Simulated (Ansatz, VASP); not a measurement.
# Cross-check of SrO between VASP and Ansatz, part 2 of 2

One calculation is typed for both programs; each brings its own data sets and cutoff. How far apart do they land?

VASP 6.6.1 and Ansatz 0.2.0.

So far. Step 3 (VASP: band structure, LDA): The run ends at a pressure of -5.04 GPa.

**6. VASP: band structure, LDA, spin-orbit coupling**

Level of this step: LDA, spin-orbit coupling; plane waves and PAW (Sr_sv, O) (VASP).

The same cell, functional (in two slightly different forms), mesh and smearing now go to VASP, with its own data sets and cutoff.

INCAR

```
SYSTEM = SrO
PREC = Accurate
ENCUT = 460
EDIFF = 1E-06
NELM = 100
ISMEAR = 0
SIGMA = 0.03
LREAL = .FALSE.
ALGO = Normal
GGA = CA
LNONCOLLINEAR = .TRUE.
MAGMOM = 0 0 0 0 0 0
NBANDS = 28
GGA_COMPAT = .FALSE.
LASPH = .TRUE.
LSORBIT = .TRUE.
LORBIT = 11
LWAVE = .FALSE.
LCHARG = .FALSE.
KPAR = 4
```

POSCAR

```
SrO
1.0
    0.0000000000      2.5806600000      2.5806600000
    2.5806600000      0.0000000000      2.5806600000
    2.5806600000      2.5806600000      0.0000000000
Sr O
1 1
Direct
    0.0000000000      0.0000000000      0.0000000000
    0.5000000000      0.5000000000      0.5000000000
```

KPOINTS

```
Automatic mesh
0
Gamma
8 8 8
0 0 0
```

KPOINTS_OPT

```
Line mode
10
Line-mode
Reciprocal
  0.00000000   0.00000000   0.00000000 GAMMA
  0.50000000   0.00000000   0.50000000 X

  0.50000000   0.00000000   0.50000000 X
  0.50000000   0.25000000   0.75000000 W

  0.50000000   0.25000000   0.75000000 W
  0.37500000   0.37500000   0.75000000 K

  0.37500000   0.37500000   0.75000000 K
  0.00000000   0.00000000   0.00000000 GAMMA

  0.00000000   0.00000000   0.00000000 GAMMA
  0.50000000   0.50000000   0.50000000 L

  0.50000000   0.50000000   0.50000000 L
  0.62500000   0.25000000   0.62500000 U

  0.62500000   0.25000000   0.62500000 U
  0.50000000   0.25000000   0.75000000 W

  0.50000000   0.25000000   0.75000000 W
  0.50000000   0.50000000   0.50000000 L

  0.50000000   0.50000000   0.50000000 L
  0.37500000   0.37500000   0.75000000 K

  0.62500000   0.25000000   0.62500000 U
  0.50000000   0.00000000   0.50000000 X
```

PAW data sets: Sr_sv and O (LDA family, release 64).

The run is started by

```console
> mpirun -np 4 vasp_ncl
```

Numbers of over 12 decimals in the logs are rounded to 6 here.

Output:

```text
[... set-up lines as in an earlier step ...]
 entering main loop
       N       E                     dE             d eps       ncg     rms          rms(c)
DAV:   1     0.795147788447E+02    0.79515E+02   -0.76121E+03  1624   0.101E+03
DAV:   2    -0.105646802667E+02   -0.90079E+02   -0.84139E+02  2060   0.250E+02
DAV:   3    -0.154673777842E+02   -0.49027E+01   -0.48634E+01  2384   0.510E+01
DAV:   4    -0.156416023243E+02   -0.17422E+00   -0.17407E+00  2168   0.676E+00
[...]
DAV:  11    -0.134646074071E+02   -0.62849E-04   -0.11700E-04  1696   0.127E-01    0.369E-02
DAV:  12    -0.134646045162E+02    0.28909E-05   -0.10988E-05  1872   0.356E-02    0.117E-02
DAV:  13    -0.134646052475E+02   -0.73127E-06   -0.18559E-06  1644   0.160E-02
   1 F= -.13464605E+02 E0= -.13464605E+02  d E =-.161357E-20  mag=    -0.0000     0.0000     0.0000
 Start KPOINTS_OPT (optional k-point list driver)
k-point batch [1-29\100]
       N       E                     dE             ncg
DAV:   1    -0.215203051119E+04   -0.15586E+05     1624
DAV:   2    -0.453070132786E+04   -0.23787E+04     1988
DAV:   3    -0.467604017132E+04   -0.14534E+03     2568
DAV:   4    -0.467993065853E+04   -0.38905E+01     2168
DAV:   5    -0.467997207020E+04   -0.41412E-01     2156
DAV:   6    -0.467997323025E+04   -0.11600E-02     2180
DAV:   7    -0.467997324142E+04   -0.11178E-04     1984
DAV:   8    -0.467997324150E+04   -0.73214E-07     1404
[...]
k-point batch [88-100\100]
       N       E                     dE             ncg
DAV:   1     0.714316673651E+04   -0.84698E+04      728
DAV:   2     0.608963193158E+04   -0.10535E+04      940
DAV:   3     0.603664725614E+04   -0.52985E+02     1076
DAV:   4     0.603516624153E+04   -0.14810E+01     1036
DAV:   5     0.603515519435E+04   -0.11047E-01      972
DAV:   6     0.603515504167E+04   -0.15268E-03     1024
DAV:   7     0.603515504086E+04   -0.80334E-06      884
```

OUTCAR, selected parts (step 6):

```text
  Total       -1.0894946     -1.0894946     -1.0894946     -0.0000000      0.0000000     -0.0000000
  in kB      -50.7824090    -50.7824090    -50.7824090     -0.0000000      0.0000000     -0.0000000
  external PRESSURE =     -50.7824090 kB  Pullay stress =       0.0000000 kB

 POSITION                                       TOTAL-FORCE (eV/Angst)
 -----------------------------------------------------------------------------------
      0.00000      0.00000      0.00000         0.000000      0.000000      0.000000
      2.58066      2.58066      2.58066        -0.000000     -0.000000     -0.000000
 -----------------------------------------------------------------------------------
    total drift:                                0.000000      0.000000      0.000000

  FREE ENERGIE OF THE ION-ELECTRON SYSTEM (eV)
  ---------------------------------------------------
  free  energy   TOTEN  =       -13.4646052475 eV

  energy  without entropy=      -13.4646052475  energy(sigma->0) =      -13.46460525

 magnetization (x)
# of ion       s       p       d       tot
------------------------------------------
    1       -0.000   0.000   0.000  -0.000
    2        0.000   0.000   0.000   0.000
--------------------------------------------------
tot          0.000   0.000   0.000   0.000

 magnetization (y)
# of ion       s       p       d       tot
------------------------------------------
    1        0.000  -0.000   0.000  -0.000
    2        0.000   0.000   0.000   0.000
--------------------------------------------------
tot          0.000   0.000   0.000   0.000

 magnetization (z)
# of ion       s       p       d       tot
------------------------------------------
    1        0.000   0.000   0.000   0.000
    2       -0.000   0.000   0.000  -0.000
--------------------------------------------------
tot         -0.000   0.000   0.000  -0.000

[... 1 part as in an earlier step ...]

[... 2 further parts left out ...]
[key lines of the parts left out:]
E-fermi :   1.4953
```

The run ends at a pressure of -5.08 GPa.

**7. Comparison**

What differs besides the data sets and the points named for the pairs above, as far as they apply: spin-orbit coupling enters by fully relativistic files in Ansatz and inside the spheres in VASP. Total energies have different zeros and are not compared.

Both answers:

```tsv
quantity	Ansatz	VASP	difference
pressure (GPa)	-5.23	-5.08	-0.15
gap over the path points (eV)	3.144	3.088	+0.055
```

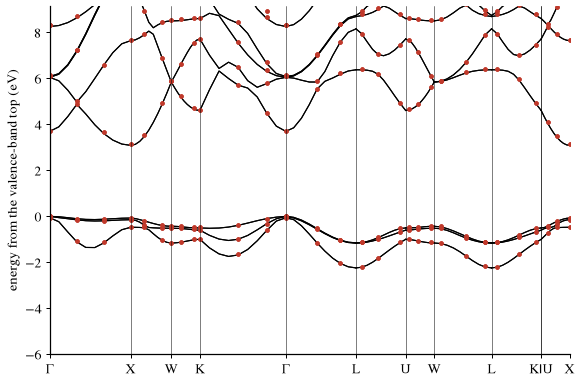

Bands from VASP (lines) and levels from Ansatz (dots). Dots without a line are higher empty bands that the VASP plot leaves out.

Levels at points of the path, from each program's valence-band top (eV; 6 filled, then empty):

```tsv
k (reciprocal lattice)	Ansatz	VASP
0.000 0.000 0.000	-0.06 -0.06 0.00 0.00 0.00 0.00 3.71 3.71 6.11 6.11 6.11 6.11	-0.06 -0.06 0.00 0.00 0.00 0.00 3.70 3.70 6.05 6.05 6.05 6.05
0.167 0.000 0.167	-1.09 -1.09 -0.15 -0.15 -0.10 -0.10 4.89 4.89 5.02 5.02 7.22 7.22	-1.11 -1.11 -0.15 -0.15 -0.10 -0.10 4.87 4.87 4.97 4.97 7.17 7.17
0.333 0.000 0.333	-1.13 -1.13 -0.19 -0.19 -0.12 -0.12 3.65 3.65 6.60 6.60 9.59 9.59	-1.16 -1.16 -0.20 -0.20 -0.13 -0.13 3.60 3.60 6.58 6.58 9.53 9.53
0.500 0.000 0.500	-0.46 -0.46 -0.14 -0.14 -0.07 -0.07 3.14 3.14 7.69 7.69 10.00 10.00	-0.47 -0.47 -0.15 -0.15 -0.07 -0.07 3.09 3.09 7.65 7.65 10.06 10.06
0.500 0.083 0.583	-0.48 -0.48 -0.38 -0.38 -0.18 -0.18 3.52 3.52 7.95 7.95 8.95 8.95	-0.50 -0.50 -0.39 -0.39 -0.20 -0.20 3.48 3.48 7.91 7.91 8.95 8.95
0.500 0.194 0.694	-1.03 -1.03 -0.49 -0.49 -0.38 -0.38 4.94 4.94 6.89 6.89 8.48 8.48	-1.05 -1.05 -0.51 -0.51 -0.40 -0.40 4.90 4.90 6.87 6.87 8.43 8.43
0.500 0.250 0.750	-1.14 -1.14 -0.50 -0.50 -0.41 -0.41 5.87 5.87 5.88 5.88 8.56 8.56	-1.16 -1.16 -0.52 -0.52 -0.43 -0.43 5.84 5.84 5.85 5.85 8.51 8.51
0.458 0.292 0.750	-1.10 -1.10 -0.51 -0.51 -0.43 -0.43 5.22 5.22 6.64 6.64 8.57 8.57	-1.12 -1.12 -0.53 -0.53 -0.45 -0.45 5.19 5.19 6.62 6.62 8.52 8.52
0.403 0.347 0.750	-1.00 -1.00 -0.57 -0.57 -0.48 -0.48 4.71 4.71 7.55 7.55 8.64 8.64	-1.02 -1.02 -0.58 -0.58 -0.50 -0.50 4.68 4.68 7.54 7.54 8.59 8.59
0.375 0.375 0.750	-0.98 -0.98 -0.58 -0.58 -0.48 -0.48 4.65 4.65 7.73 7.73 8.65 8.65	-1.00 -1.00 -0.60 -0.60 -0.50 -0.50 4.61 4.61 7.72 7.72 8.61 8.61
```

Among the levels compared (up to four filled and three empty ones at each point), filled levels agree within 29 meV and empty ones within 62 meV. Ansatz's pressure holds a Pulay correction of 0.50 GPa; VASP's holds none.

**8. Further runs**

An all-electron run, which needs no data sets, serves as referee.

```tsv
run	difference in gap over the path points (eV)
as above	0.055
Ansatz's all-electron LAPW method	0.055
```

**9. VASP: dielectric response, LDA**

The response to a field tests empty states and converges slowly with the mesh.

INCAR

```
SYSTEM = SrO
PREC = Accurate
ENCUT = 460
EDIFF = 1E-08
NELM = 100
ISMEAR = 0
SIGMA = 0.01
LREAL = .FALSE.
ALGO = Normal
GGA = CA
NBANDS = 14
LORBIT = 11
LWAVE = .FALSE.
LCHARG = .FALSE.
KPAR = 4
LEPSILON = .TRUE.
LPEAD = .TRUE.
```

POSCAR is that of step 6.

KPOINTS

```
Automatic mesh
0
Gamma
10 10 10
0 0 0
```

The run is started by

```console
> mpirun -np 4 vasp_std
```

Output:

```text
[... set-up lines as in an earlier step ...]
 entering main loop
       N       E                     dE             d eps       ncg     rms          rms(c)
DAV:   1     0.642615611497E+02    0.64262E+02   -0.79167E+03  1316   0.101E+03
DAV:   2    -0.125250419288E+02   -0.76787E+02   -0.71117E+02  1772   0.224E+02
DAV:   3    -0.154641830876E+02   -0.29391E+01   -0.29223E+01  1652   0.405E+01
DAV:   4    -0.155417662573E+02   -0.77583E-01   -0.77566E-01  1704   0.601E+00
[...]
DAV:  13    -0.133674035943E+02    0.30203E-06   -0.12709E-06  1574   0.856E-03    0.193E-03
DAV:  14    -0.133674036110E+02   -0.16695E-07   -0.85293E-08  1462   0.264E-03    0.155E-03
DAV:  15    -0.133674036100E+02    0.95974E-09   -0.23362E-09   816   0.529E-04
   1 F= -.13367404E+02 E0= -.13367404E+02  d E =-.384540E-62
 Linear response reoptimize wavefunctions to high precision
DAV:   1    -0.133674036100E+02    0.65938E-11   -0.61182E-10  1094   0.227E-04
 Linear response to external field (no local field effect), progress :
  Direction:   1
[...]
RMM:  13    -0.291203958655E+00    0.20058E-06   -0.94106E-08  5291   0.151E-04    0.199E-05
RMM:  14    -0.291203980525E+00   -0.21870E-07   -0.71673E-08  4078   0.759E-05    0.387E-06
 change of polarisation eV/A/(eV/A) component  2 :     0.037     0.545     0.001
 dielectric tensor                  component  2 :     0.193     3.870     0.005
 Linear response to external field, progress :
  Direction:   3
       N       E                     dE             d eps       ncg     rms          rms(c)
RMM:   1    -0.270838251784E+00   -0.27084E+00   -0.95099E-01  2917   0.282E+00
RMM:   2    -0.290724264668E+00   -0.19886E-01   -0.50062E-02  3216   0.723E-01    0.879E-01
RMM:   3    -0.280005371732E+00    0.10719E-01   -0.13759E-02  4045   0.789E-01    0.514E-01
RMM:   4    -0.286404715796E+00   -0.63993E-02   -0.88995E-03  4758   0.692E-01    0.191E-01
[...]
RMM:  12    -0.291204054075E+00    0.52824E-07    0.54073E-09  6426   0.354E-04    0.394E-05
RMM:  13    -0.291203970950E+00    0.83126E-07   -0.59440E-08  5262   0.152E-04    0.227E-05
RMM:  14    -0.291204079728E+00   -0.10878E-06    0.16144E-08  4113   0.772E-05    0.562E-06
 change of polarisation eV/A/(eV/A) component  3 :     0.006     0.028     0.545
 dielectric tensor                  component  3 :     0.033     0.149     3.870
 Born effective charges drift removed
```

Parts of OUTCAR (step 9):

```text
  Total       -1.0794084     -1.0794084     -1.0794084      0.0000000      0.0000000     -0.0000000
  in kB      -50.3122818    -50.3122818    -50.3122818      0.0000000      0.0000000     -0.0000000
  external PRESSURE =     -50.3122818 kB  Pullay stress =       0.0000000 kB

 POSITION                                       TOTAL-FORCE (eV/Angst)
 -----------------------------------------------------------------------------------
      0.00000      0.00000      0.00000        -0.000000      0.000000     -0.000000
      2.58066      2.58066      2.58066         0.000000     -0.000000      0.000000
 -----------------------------------------------------------------------------------
    total drift:                                0.000000      0.000000      0.000000

 MACROSCOPIC STATIC DIELECTRIC TENSOR (including local field effects in DFT)
 ------------------------------------------------------
           3.869892    -0.000000    -0.000000
           0.000000     3.869892     0.000000
           0.000000     0.000000     3.869892
 ------------------------------------------------------

[... 1 part as in an earlier step ...]

[... 1 further part left out ...]
```

**10. Ansatz: dielectric response, LDA**

The same cell, functional (in two slightly different forms) and mesh now go to Ansatz, which takes its cutoff from its data sets.

input.yaml

```yaml
crystal:
  lattice:
    - [0.0, 2.58066, 2.58066]
    - [2.58066, 0.0, 2.58066]
    - [2.58066, 2.58066, 0.0]
  atoms:
    - { symbol: Sr, position: [0.0, 0.0, 0.0] }
    - { symbol: O, position: [0.5, 0.5, 0.5] }
hamiltonian:
  xc: lda
  pseudopotentials: { kind: paw }
kpoints:
  mp_grid: { grid: [10, 10, 10] }
scf:
  occupations: { method: fixed }
dielectric:
  method: response
```

The run is started by

```console
> ansatz run input.yaml --threads 2 --pin off --max-ram 4608MiB --backend cpu --events-out ev --progress --plain --runs-dir out
```

Output:

```text
[...]
Crystal: 2 atoms, lattice volume = 34.373 Å³
Basis set: ecut = 420 eV, 645 PW (Γ), exchange–correlation on 50×50×50 points (8 copies of the dense FFT grid, shifted against one another)
Bands: 12, of which v1, the nominal top of the filled ones, is band 8 counted from 1 (7 counted from 0)
Symmetry: 48 space group operations
k-points: 102 of 1000 (irreducible under 8 space group operations, time reversal used)
[...]
Born effective charges Z* (e; rows j = field, columns β = displacement):
    site 0:
         2.43923    0.00000   -0.00000
         0.00000    2.43923    0.00000
         0.00000   -0.00000    2.43923
    site 1:
        -2.43923   -0.00000    0.00000
        -0.00000   -2.43923   -0.00000
         0.00000    0.00000   -2.43923
  Z* charge neutrality: 1.412e-5 e pre-enforcement
  k-mesh period / interband length: 36.5 Å / 1.58 Å = 23.05 at k = (0.0000, 0.0000, 0.0000), direct gap 3.730 eV — 14 or more, which is no proof of convergence
[key lines of the parts left out:]
SCF converged after 8 iterations
Free energy (F): -4002.796263 eV
Fermi energy:    7.395724 eV
```

The job ended after 6.5 s (2 threads of Arm Neoverse V1, shared host; peak memory 0.36 GiB).

**11. Differences**

What differs besides the data sets and the points named for the pairs above, as far as they apply: VASP's response is taken on the typed mesh, Ansatz refines its own for the field response alone. Total energies have different zeros and are not compared.

The two programs side by side:

```tsv
quantity	Ansatz	VASP	difference
ε∞ xx	3.85	3.87	-0.58 %
ε∞ yy	3.85	3.87	-0.58 %
ε∞ zz	3.85	3.87	-0.58 %
Born charge of Sr1 (mean of the diagonal) (e)	2.44	2.45	-0.01
Born charge of O2 (mean of the diagonal) (e)	-2.44	-2.45	+0.01
```

**12. Outcome**

| Property | Result |
| --- | --- |
| difference in gap over the path points (band structure, LDA) | 0.055 eV |
| difference in gap over the path points (band structure, LDA, spin-orbit coupling) | 0.055 eV |
| difference in ε∞ xx (dielectric response, LDA) | -0.58 % |

**Reading.** The difference in gap over the path points is 0.055 eV (band structure, LDA, spin-orbit coupling), within the 0.08 eV picked in this series as the mark of a large difference. For band structure, LDA, spin-orbit coupling: no further run halves the difference in gap over the path points; only Ansatz's side was varied. The all-electron run, which needs no data set, lies 0.055 eV from VASP and 4.0e-4 eV from Ansatz's PAW result, so it sides with Ansatz. 2 further runs on this material are not shown. How closely two codes agree says nothing of how well the functional describes the real material.

[Lines on the potential files, build, host, timing and source positions are cut from VASP's logs without a mark.]

[Logs are printed without paths, hosts, clocks, repeated set-up lines and the standing remarks that a program may print on its own settings, such as how far it seeks lower states.]

[Hosts, paths, dates, database ids (printed as entryN), source tags and the programs' standing remarks are cut or masked in the printed files.]
